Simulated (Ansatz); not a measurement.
The reference is Al2O3 in the corundum structure (space group R-3c, No. 167; a = 4.758 Å, c = 12.992 Å (hexagonal axes)). Axes: x lies along a and z along c of the hexagonal cell.

It is then changed as follows: uniaxial stress, 2 GPa compression along z, with the cell and atoms free to relax against it.

Computed with DFT with r2SCAN, PAW potentials and a 500 eV plane-wave cutoff in Ansatz (a first-principles code), no spin-orbit coupling, earlier PAW set.

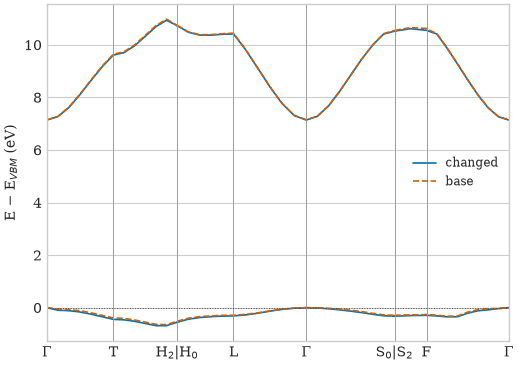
Figure: Highest valence and lowest conduction band along the path, each from its own valence-band maximum

### Question
From the figure, how large is the changed gap, and is it direct?

### Answer
About 7.1 eV, direct at Γ.

Load acts through the strain it causes; cell and atoms are relaxed under it. Stability under load was not tested beyond the relaxation.
